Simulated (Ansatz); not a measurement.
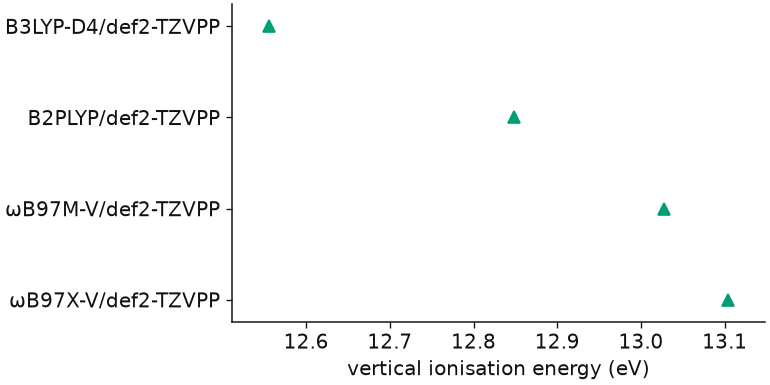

Vertical ionisation energy of C₅H₃N₃, SMILES CC(C#N)(C#N)C#N, taken as the energy of the cation less that of the neutral at fixed geometry (unrestricted doublet cation, cores frozen in correlated methods, no spin-orbit coupling), the Ansatz code, at a PBE0-D4/def2-TZVP geometry (a minimum by its frequencies).

What range do the values span?

Answer. From 12.56 eV (B3LYP-D4/def2-TZVPP) to 13.10 eV (ωB97X-V/def2-TZVPP).

Give the values.

Answer.
```
              level     eV
B3LYP-D4/def2-TZVPP  12.56
  B2PLYP/def2-TZVPP  12.85
 ωB97M-V/def2-TZVPP  13.03
 ωB97X-V/def2-TZVPP  13.10
```
